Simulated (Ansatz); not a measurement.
# SnO2 (Pnnm): G0W0 under other settings

Aim: change settings of a G0W0 run on SnO2 (Pnnm) and see what moves.

Method: G0W0 on LDA, plane waves, PAW; PAW set soft_1, in Ansatz 0.2.0.

## Step 1: Starting point

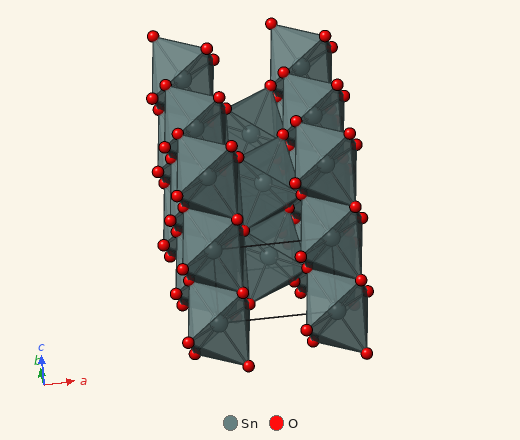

The starting structure, seen slightly off an axis (tin teal, oxygen red). 1×2×2 cells are drawn. Some periodic images of atoms are drawn too.

The cell and positions are those that the Materials Project relaxed with its own functionals (PBE, PBE+U or r2SCAN), kept fixed. This is not the form that SnO2 usually takes at ambient conditions.

## Step 2: The base run: 4×4×4 mesh, 60 empty bands, screening to 50 eV, PAW set soft_1 files

Now the one-shot GW correction: screening in the RPA, then the self-energy of the levels asked for. This step takes PAW set soft_1 files.

Contents of input.yaml:

```yaml
crystal:
  lattice:
    - [4.788004, 0.0, 0.0]
    - [0.0, 4.866582, 0.0]
    - [0.0, 0.0, 3.240898]
  atoms:
    - { symbol: Sn, position: [0.5, 0.5, 0.5] }
    - { symbol: Sn, position: [0.0, 0.0, 0.0] }
    - { symbol: O, position: [0.291855, 0.321042, 0.0] }
    - { symbol: O, position: [0.791855, 0.178958, 0.5] }
    - { symbol: O, position: [0.208145, 0.821042, 0.5] }
    - { symbol: O, position: [0.708145, 0.678958, 0.0] }
kpoints:
  mp_grid: { grid: [4, 4, 4] }
hamiltonian:
  xc: lda
  pseudopotentials: { kind: paw, azcp: { folder: soft_1 }, xc_functional: pbe }
scf:
  occupations: { method: fixed }
gw:
  n_empty_bands: 60
  ecut_chi: 50
  qp_bands: [v2, c2]
  qp_kpoints: band_edges
  screening: { model: contour_deformation }
```

On the command line:

```bash
$ ansatz run input.yaml --threads 2 --pin off --max-ram 92160MiB --backend cuda --events-out ev --progress --plain --runs-dir out --devices 1 --max-vram 13GiB
```

Numbers of over 12 decimals in the logs are rounded to 6 here.

What it wrote:

```text
GPUs: using 1 of 1 available (devices: 1).
Engine: ansatz 0.2.0, x86_64-unknown-linux-gnu
Pseudopotentials: kind: paw
Pseudopotential: Sn, paw, valence charge 14, recommended cutoff 420 eV (normal), soft_1/Sn.paw.azcp
Pseudopotential: O, paw, valence charge 6, recommended cutoff 420 eV (normal), soft_1/O.paw.azcp
Functional definition: SPW92
  exchange = slater_x
  correlation = pw_c
device memory: the entry about to start is reckoned to put 1.0 GiB on a device that reports 48.6 GiB free (of which the cap on the GPU budget leaves the run 13.0 GiB)
GPU FFT provider: cuFFT
GPU libraries: cuBLAS 13.8.2, cuFFT 12.4.0, cuSOLVER 12.3.4
Crystal: 6 atoms, lattice volume = 75.517 Å³
Basis set: ecut = 420 eV, 1479 PW (Γ)
Bands: 32, of which v1, the nominal top of the filled ones, is band 26 counted from 1 (25 counted from 0)
Symmetry: 8 space group operations
Space group: Pnnm (ITA 58), of the structure as read, at distance tolerance 4.2e-5 Å
k-points: 27 of 64
Non-local potential: Sn, projectors of the file, l = 0: 2, l = 1: 2, l = 2: 2, l = 3: 1
Non-local potential: O, projectors of the file, l = 0: 2, l = 1: 2, l = 2: 1
PAW form: soft (Blöchl's): semilocal exchange-correlation on the pseudo side does not see the compensation charge
PAW frozen core: Sn, regenerated for the run's functional, and the local potential with it (the file was generated under x = pbe(κ = 0.804, μ = 0.219515), c = pbe(β = 0.066725))
PAW frozen core: O, regenerated for the run's functional, and the local potential with it (the file was generated under x = pbe(κ = 0.804, μ = 0.219515), c = pbe(β = 0.066725))
PAW one-centre angular grid: Sn, 590 points (default); XC on 64 Gauss nodes
PAW one-centre angular grid: O, 110 points (default); XC on 64 Gauss nodes
Initial density: superposition of atomic densities (chi_scale 0.1, normalization cell, long waves kept (reshape's long-wave potential 0.00 eV rms))
Initial wavefunctions: pseudopotential atomic-orbital guess
GPU buffer pool allocated for 31104 grid points (all kernels)
GPU transforms: local potential and band sums: pruned to the plane-wave sphere, on 36×36×24
Functional: x = slater, c = lda
SCF iter   1: F=—  HF=-13980.935276 eV  |F-HF|=—  |Δ(HF+E_count)|=         —  Δρ=6.33e-2  dr2=2.15e0  ethr=3.10e-3  ⟨swp⟩=4.0  Hψ=3345  notcnv=0  defer=106
preconditioner: auto → Resta (q_TF=auto, 2.564 Å⁻¹)  ε∞=3.5  [insulator: Δε(μ)=1.030 eV  Ē_g=19.400 eV  n_scr=18 (ndim 8)  ℏωp=30.8 eV  f_vac=0.000  ε∞_Penn≈3.5]
SCF iter   2: F=—  HF=-13980.461484 eV  |F-HF|=—  |Δ(HF+E_count)|=   4.74e-1  Δρ=3.27e-2  dr2=4.12e-1  ethr=3.10e-3  ⟨swp⟩=2.9  Hψ=1794  notcnv=0  defer=108
SCF iter   3: F=—  HF=-13980.362559 eV  |F-HF|=—  |Δ(HF+E_count)|=   9.89e-2  Δρ=9.58e-3  dr2=6.90e-2  ethr=7.93e-4  ⟨swp⟩=3.0  Hψ=1539  notcnv=0  defer=108
[...]
valence top: of the k-points left out ik 19 came nearest to being solved in a further pass, in band 26 (counted from 1, as in the quasiparticle table): it holds the edge there only if its correction is more favourable than any solved in that band by at least 0.483 eV; those differ by 0.287 eV
    conduction bottom: of the k-points left out ik 21 came nearest to being solved in a further pass, in band 27 (counted from 1, as in the quasiparticle table): it holds the edge there only if its correction is more favourable than any solved in that band by at least 3.273 eV; those differ by 1.121 eV
  `?` marks the rows in doubt; gw_qp.tsv's column doubts and the gw_qp event give each row's grounds
    ik  band        ε_KS         Σx   Σc(E_QP)       V_xc       Z   E_QP_lin       E_QP  E_QP is
     0    25      7.6681   -26.1364     5.2396   -20.7783  0.7265     7.5491     7.5496  root
     0    26      8.2872   -26.1140     5.0483   -20.9164  0.7341     8.1370     8.1378  root
     0    27      8.9715   -15.6815    -2.3673   -19.1286  0.8008    10.0990    10.0512  root
     0    28     13.8104   -12.5264    -4.1564   -18.6382  0.7622    15.6618    15.7658  root ?
     1    25      7.6305   -26.3476     5.3613   -20.8098  0.7245     7.4528     7.4540  root
     1    26      7.9049   -26.3026     5.6619   -20.3511  0.7204     7.6113     7.6153  root
     1    27     11.4987   -16.0972    -2.9711   -20.7382  0.7838    13.1584    13.1687  root ?
     1    28     14.4857   -14.2216    -4.3234   -20.7562  0.7573    16.6424    16.6969  root
     2    25      7.2453   -26.0477     5.7407   -19.9593  0.7100     6.8899     6.8976  root
     2    26      7.2453   -26.0477     5.7407   -19.9593  0.7100     6.8899     6.8976  root
[...]
3    27     10.3179   -16.2701    -2.5178   -20.0583  0.7903    11.6729    11.5883  root ?
[...]
4    27     11.9534   -15.6246    -3.2162   -20.6052  0.7801    13.6715    13.7178  root ?
[...]
6    27     12.1652   -15.2445    -3.3096   -20.2460  0.7802    13.8360    13.8570  root ?
     6    28     12.1652   -15.2445    -3.3096   -20.2460  0.7802    13.8360    13.8570  root ?
[...]
9    27     10.2310   -16.1748    -2.5376   -19.9881  0.7908    11.5895    11.5067  root ?
[...]
10    27     11.9506   -15.6652    -3.2074   -20.6385  0.7765    13.6664    13.7165  root ?
[...]
12    27     11.0298   -16.0402    -2.8822   -20.3387  0.8078    12.5846    12.4460  root ?
[...]
13    27     12.2169   -15.3225    -3.3509   -20.5042  0.7797    13.9854    14.0477  root ?
[...]
18    27     12.0051   -15.1008    -3.3025   -20.0783  0.7810    13.6624    13.6800  root ?
    18    28     12.0051   -15.1008    -3.3025   -20.0783  0.7810    13.6624    13.6800  root ?
[...]
26    25      7.6338   -26.4217     5.7648   -20.3357  0.7175     7.3080     7.3127  root
    26    26      7.6338   -26.4217     5.7648   -20.3357  0.7175     7.3080     7.3127  root
    26    27     12.5276   -13.6050    -3.6132   -19.1494  0.7904    14.3865    14.4587  root
    26    28     12.5276   -13.6050    -3.6132   -19.1494  0.7904    14.3865    14.4587  root
[key lines of the parts left out:]
SCF converged after 7 iterations
Free energy (F): -13980.346462 eV
Fermi energy:    8.287181 eV
```

Elapsed: 12 s, on 1 × NVIDIA H100 80GB HBM3 (shared by 6 runs) with 2 threads of AMD EPYC 7R13 (Zen 3), shared host; peak memory 1.1 GiB.

Reading the cycles: dr2 is the Hartree energy of the density residual (eV), the measure of convergence; HF is the Harris–Foulkes estimate of the energy, which meets the free energy F at convergence.

This step gave:

```
bands summed                                 : 86
RPA ε∞ on this mesh (eigenvalues)            : 5.504, 5.979, 6.013
plane waves in the screening matrix          : 63
q-points in the mesh                         : 64
G0W0 gap on the mesh                         : 1.913 eV
k of the valence top                         : 0, 0, 0
k of the conduction bottom                   : 0, 0, 0
starting gap on the mesh                     : 0.6843 eV
Z at the valence top                         : 0.7341
Z at the conduction bottom                   : 0.8008
least direct G0W0 gap on the computed points : 1.913 eV
```

The gap on the mesh goes from 0.68 eV to 1.91 eV, a correction of +1.23 eV. Between the two edge states, bare exchange in place of the xc potential would open the gap by 8.64 eV, and correlation takes back 7.42 eV.

## Step 3: Variant: no symmetry

input.yaml: that of step 2 with these lines changed.

```diff
@@ -12,2 +12,3 @@
     - { symbol: O, position: [0.708145, 0.678958, 0.0] }
+  symmetry: { detect: false }
 kpoints:
@@ -20,4 +21,4 @@
 gw:
-  n_empty_bands: 60
-  ecut_chi: 50
+  n_empty_bands: 79
+  ecut_chi: 60
   qp_bands: [v2, c2]
```

What it wrote:

```text
GPUs: using 1 of 1 available (devices: 1).
[...]
GPU FFT provider: cuFFT
GPU libraries: cuBLAS 13.8.2, cuFFT 12.4.0, cuSOLVER 12.3.4
Crystal: 6 atoms, lattice volume = 75.517 Å³
Basis set: ecut = 420 eV, 1479 PW (Γ)
Bands: 32, of which v1, the nominal top of the filled ones, is band 26 counted from 1 (25 counted from 0)
Symmetry: 1 space group operations
k-points: 36 of 64 (time reversal used)
[...]
GPU buffer pool allocated for 31104 grid points (all kernels)
[...]
SCF iter   1: F=—  HF=-13980.935076 eV  |F-HF|=—  |Δ(HF+E_count)|=         —  Δρ=6.33e-2  dr2=2.15e0  ethr=3.10e-3  ⟨swp⟩=4.0  Hψ=4458  notcnv=0  defer=142
[...]
SCF iter   9: F=-13980.346462 eV  HF=-13980.346462 eV  |F-HF|=1.27e-9  |Δ(HF+E_count)|=   5.46e-8  Δρ=2.08e-6  dr2=2.75e-9  ethr=1.92e-10  ⟨swp⟩=1.3  Hψ=3076  notcnv=0
SCF 1 converged in 9 iterations: F = -13980.346462 eV  dr2 = 2.75e-9
[...]
NSCF: frozen V_eff on 36 k-points, pencils in batches of 32, up to order 128
[...]
NSCF: frozen V_eff on 36 k-points
G₀W₀ screening: q 1/36
[... further progress lines ...]
SCF converged after 9 iterations
Free energy (F): -13980.346462 eV
[...]
Internal energy: -13980.346462 eV  (E = F + TS)
E sigma→0 (E₀):  -13980.346462 eV
Fermi energy:    8.287216 eV
[...]
--- Band table (eV; the first three rows and the last of 36) ---
  k-point 0: bands = [... 22 lower, 7.1424, 7.6623, 7.6681, 8.2872, 8.9715, 13.8105, 14.1556, 14.3078, ... 2 higher]
[...]
1    26      7.9049   -26.3026     5.6549   -20.3511  0.7189     7.6042     7.6084  root
     1    27     11.4988   -16.0972    -3.1360   -20.7382  0.7817    13.0777    13.0038  root ?
     1    28     14.4858   -14.2216    -4.4410   -20.7562  0.7554    16.5208    16.5794  root
     2    25      7.2453   -26.0477     5.7314   -19.9593  0.7089     6.8802     6.8884  root
     2    26      7.2453   -26.0477     5.7314   -19.9593  0.7089     6.8802     6.8884  root
[...]
3    27     10.3179   -16.2701    -2.5755   -20.0583  0.7885    11.6013    11.5306  root ?
     3    28     13.4005   -13.4795    -4.0620   -19.2661  0.7702    15.0963    15.1251  root ?
[...]
4    27     11.9535   -15.6246    -3.3609   -20.6052  0.7782    13.5864    13.5732  root ?
[...]
6    27     11.9535   -15.6246    -3.3609   -20.6052  0.7782    13.5864    13.5732  root ?
[...]
7    27     12.1652   -15.2445    -3.4808   -20.2460  0.7784    13.7510    13.6860  root ?
     7    28     12.1652   -15.2445    -3.4808   -20.2460  0.7784    13.7510    13.6860  root ?
[...]
26    27     12.0051   -15.1008    -3.4833   -20.0783  0.7793    13.5751    13.4993  root ?
    26    28     12.0051   -15.1008    -3.4833   -20.0783  0.7793    13.5751    13.4993  root ?
[...]
32    27     12.9244   -14.8363    -3.7811   -20.4791  0.7922    14.7679    14.7860  root
    32    28     12.9244   -14.8363    -3.7811   -20.4791  0.7922    14.7679    14.7860  root
    35    25      7.6338   -26.4217     5.7562   -20.3357  0.7162     7.2992     7.3040  root
    35    26      7.6338   -26.4217     5.7562   -20.3357  0.7162     7.2992     7.3040  root
    35    27     12.5276   -13.6050    -3.7584   -19.1494  0.7889    14.2729    14.3137  root ?
    35    28     12.5276   -13.6050    -3.7584   -19.1494  0.7889    14.2729    14.3137  root ?
```

It took 20 s on 1 × NVIDIA H100 80GB HBM3 (shared by 6 runs) with 2 threads; peak memory 1.2 GiB.

The G0W0 gap on the mesh is 1.866 eV.

Against the base:

```tsv
setting	base	variant
empty bands	60	79
screening cutoff (eV)	50	60
symmetry detection	-	false
```

```tsv
quantity	variant	base
starting gap on the mesh	0.684	0.684
G0W0 gap on the mesh	1.866	1.913
least direct G0W0 gap on the computed points	1.866	1.913
Z at the valence top	0.732	0.734
Z at the conduction bottom	0.799	0.801
```

## Step 4: Summary of results

| Quantity | Value |
| --- | --- |
| base | 1.91 eV, 12 s |
| no symmetry | 1.87 eV, 20 s |

In words: No symmetry: the gap moves by −0.05 eV. The variant differs from the base in empty bands, screening cutoff and symmetry detection together, so the change can't be laid to one of them. Symmetry itself changes the cost, not the physics. All runs here use a coarse mesh and modest cutoffs; they test settings and are not final values. The 4×4×4 mesh is coarse for this cell (its supercell is 13 Å along the shortest edge). The RPA ε∞ on it, from the LDA start, is 5.50, 5.98 and 6.01; such meshes misread the long-range screening, most where the gap is narrow. The many-body steps are scalar-relativistic: spin-orbit coupling is not in them.

[Paths, hosts, dates, memory and timing lines, banners, echoed tables and standing remarks are left out of the program output.]

[Logs are printed without paths, hosts, clocks, repeated set-up lines and the standing remarks that a program may print on its own settings, such as how far it seeks lower states.]

[Runs of the session that timed out or met a known fault of the program may be left out.]

[Cells called generated may have been cut or substituted from an entry of the Crystallography Open Database or the Materials Project.]

[Hosts, paths, dates, database ids (printed as entryN), source tags and the programs' standing remarks are cut or masked in the printed files.]
